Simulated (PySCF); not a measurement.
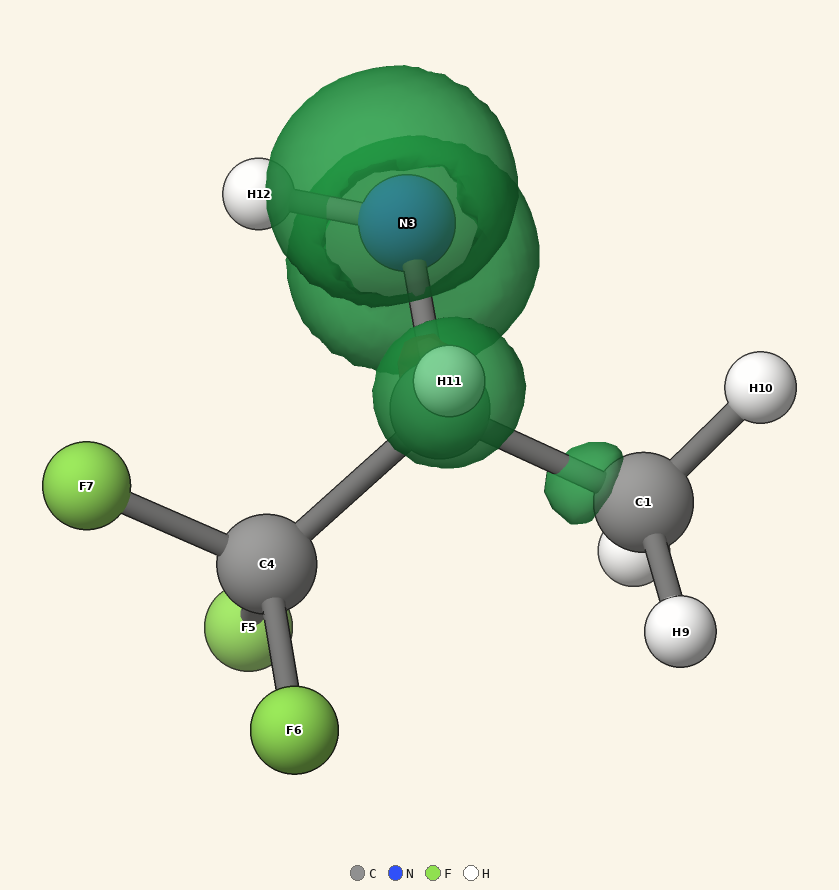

Figure 1: C3H5F3N (doublet). Isosurfaces of the spin density at +0.04 (green) and −0.04 e/Å³ (red), seen across its widest extent.

Geometry: GFN2-xTB.

The calculation used PySCF 2.14.0, density-fitted response routines, UKS B3LYP, pcH-1 on C F H N, non-relativistic, mean-field spin-orbit, GIAO.

```json
{"atom": "C", "x (Å)": "1.3117", "y (Å)": "-0.5534", "z (Å)": "-0.0249"}
{"atom": "C", "x (Å)": "0.1446", "y (Å)": "0.3996", "z (Å)": "0.2762"}
{"atom": "N", "x (Å)": "0.3214", "y (Å)": "1.6334", "z (Å)": "-0.3343"}
{"atom": "C", "x (Å)": "-1.2043", "y (Å)": "-0.2880", "z (Å)": "-0.0251"}
{"atom": "F", "x (Å)": "-1.3029", "y (Å)": "-0.6691", "z (Å)": "-1.3038"}
{"atom": "F", "x (Å)": "-1.3935", "y (Å)": "-1.3845", "z (Å)": "0.7245"}
{"atom": "F", "x (Å)": "-2.2423", "y (Å)": "0.5287", "z (Å)": "0.2163"}
{"atom": "H", "x (Å)": "1.2709", "y (Å)": "-0.8537", "z (Å)": "-1.0689"}
{"atom": "H", "x (Å)": "1.2578", "y (Å)": "-1.4335", "z (Å)": "0.6094"}
{"atom": "H", "x (Å)": "2.2441", "y (Å)": "-0.0266", "z (Å)": "0.1501"}
{"atom": "H", "x (Å)": "0.1417", "y (Å)": "0.5710", "z (Å)": "1.3745"}
{"atom": "H", "x (Å)": "-0.5479", "y (Å)": "2.0753", "z (Å)": "-0.6201"}
```

Describe the spin distribution.

The unpaired spin (1 electron) lies mostly on N3 (about 0.8), in electrons by Hirshfeld's partition.
